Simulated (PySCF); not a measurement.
C₇H₁₀OSi, SMILES c1c(cc(cc1)O[SiH3])C, singlet at its GFN2-xTB optimised geometry (Å):

```
19

C     -2.7843    -1.8910     0.0122
C     -2.0151    -0.6046     0.0000
C     -2.6871     0.6134    -0.0014
C     -1.9814     1.8016    -0.0022
C     -0.5979     1.7985    -0.0008
C      0.0846     0.5901     0.0000
O      1.4324     0.5168    -0.0003
Si     2.6265     1.6162     0.0464
C     -0.6300    -0.6046     0.0000
H     -2.1221    -2.7431    -0.1144
H     -3.5251    -1.8997    -0.7856
H     -3.3137    -2.0020     0.9582
H     -3.7671     0.6260    -0.0018
H     -2.5109     2.7431    -0.0036
H     -0.0390     2.7219    -0.0011
H      3.7671     0.7153     0.0211
H      2.5724     2.5094    -1.1136
H      2.5508     2.4219     1.2675
H     -0.0788    -1.5333     0.0004
```

Calculation: PySCF with B3LYP/def2-SVP. Cells within 0.4 Å of a nucleus heavier than hydrogen are left out (blank, or x).

Map of the log10 of the electron density (e/bohr³), floored at −4 on the plane z = 0.0 Å:

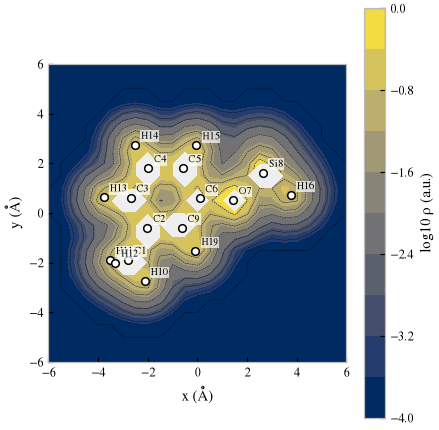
*Log10 of the electron density (e/bohr³), floored at −4 on the plane z = 0.0 Å.*
